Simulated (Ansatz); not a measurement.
**A ladder of methods for [SiH3]+ (SMILES [SiH3+])**

[SiH3]+: 4 atoms, total charge +1, spin state singlet. As SMILES, `[SiH3+]`. The coordinates come from a PBE0-D4/def2-TZVP relaxation.

```tsv
atom	x (Å)	y (Å)	z (Å)
Si	0.0000	0.0000	0.0000
H	0.6869	0.6754	1.1130
H	-0.1184	-1.4672	-0.0099
H	-0.5685	0.7917	-1.1031
```

Each level gives the energy change with the Si1–H3 bond stretched from 1.472 to 2.944 Å (eV). The values are calculated.

| level | kind | program | value (eV) |
| --- | --- | --- | --- |
| HF/6-31G* (spherical functions) (restricted) | Hartree–Fock | Ansatz | 5.00 |
| revPBE/6-31G* (spherical functions) (restricted) | GGA | Ansatz | 3.72 |
| r2SCAN/6-31G* (spherical functions) (restricted) | meta-GGA | Ansatz | 4.03 |
| BHLYP/6-31G* (spherical functions) (restricted) | global hybrid | Ansatz | 4.50 |
| RPA@PBE/6-31G* (spherical functions) (restricted) | RPA | Ansatz | 3.48 |
| MP2/6-31G* (spherical functions) (restricted) | perturbation theory | Ansatz | 4.26 |
| CCSD/6-31G* (spherical functions) (restricted) | coupled cluster or CI | Ansatz | 3.49 |
| CCSDT/6-31G* (spherical functions) (restricted) | coupled cluster or CI | Ansatz | 3.35 |
| FCI/3-21G | exact in the basis | Ansatz | 3.01 |

A spin-restricted reference rises too steeply as a bond breaks; here HF/6-31G*, revPBE/6-31G*, r2SCAN/6-31G*, BHLYP/6-31G*, RPA@PBE/6-31G*, MP2/6-31G*, CCSD/6-31G* lie well above the multireference or unrestricted value. The first shape isn't each level's own minimum. The values span 3.01 to 5.00 eV. The coupled-cluster rows rest on a doubtful reference here (large T1 or Brueckner and Hartree–Fock orbitals at odds), and rows may lie in different states. High-level rows in very small sets aren't better than simpler rows in larger ones.

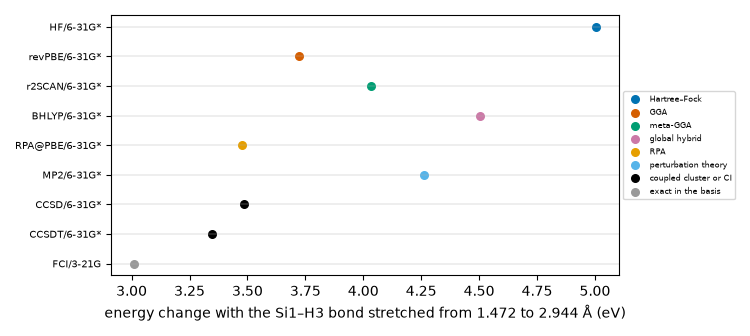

The values of the table, level by level.
